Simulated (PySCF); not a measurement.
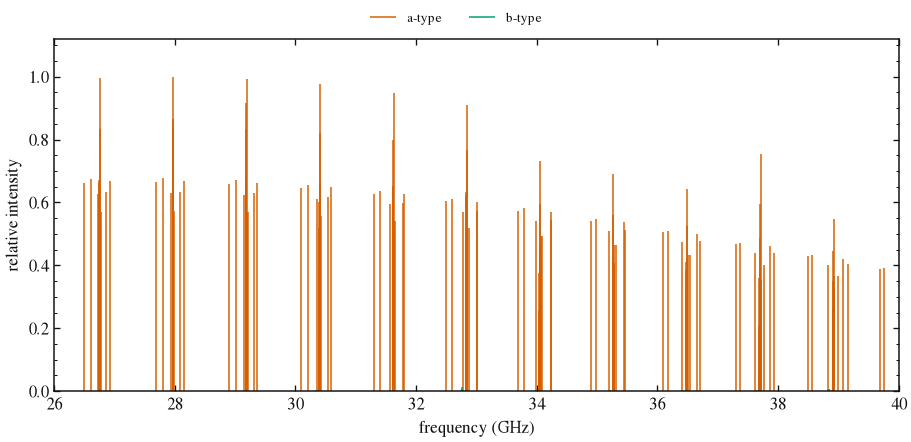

C₆H₃F₃, SMILES C=C=CC#CC(F)(F)F. Simulated rotational absorption lines between 26 and 40 GHz at 10 K: rigid rotor with the equilibrium constants and dipole of one optimised conformer (PBE0-D3(BJ)/def2-SVP, PySCF), commonest isotopes; no centrifugal distortion, hyperfine structure, internal rotation or nuclear-spin weights; lines within 1 MHz of each other are summed. Lines of different type are drawn apart.

Q: What are the rotational constants, and what kind of rotor is it?

A: Rotational constants A, B, C = 4.248, 0.6179, 0.5978 GHz; Ray's κ = −0.99, a near-prolate asymmetric top.

Q: Which dipole components drive the lines?

A:
|μa|, |μb|, |μc| = 3.61, 0.22, 0.01 D; a-type lines carry 100 % of the intensity in this range.

Note: coarse grid, loose stop and no frequency check, small forces are noise and the end may be a saddle.
